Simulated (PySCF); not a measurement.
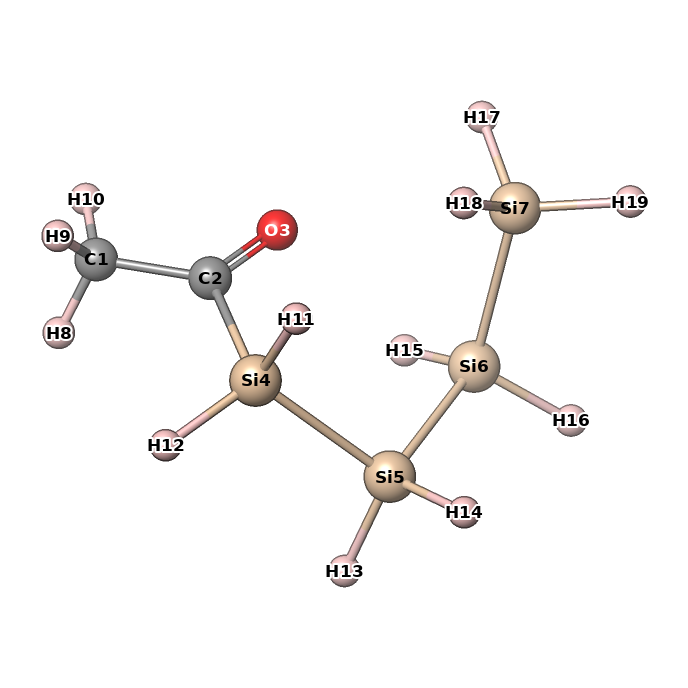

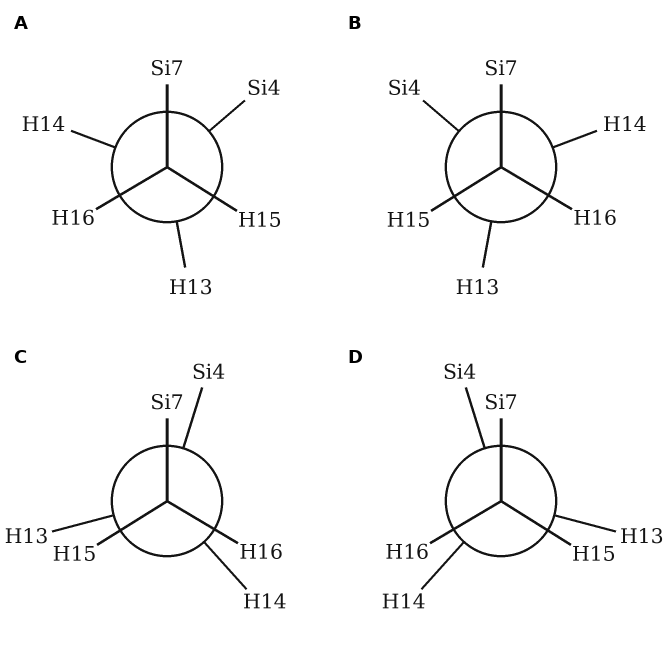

Atoms fade into the background with distance from the viewer. Bonds that would overlap in a projection are set slightly apart. Computed geometry: PBE0-D3(BJ)/def2-SVP optimisation. No frequency run is at hand to confirm it as a minimum.

Which Newman projection shows the view along Si6–Si5, with Si6 in front?

Answer. A. The torsion angle Si7–Si6–Si5–Si4 is 50°, synclinal (gauche).
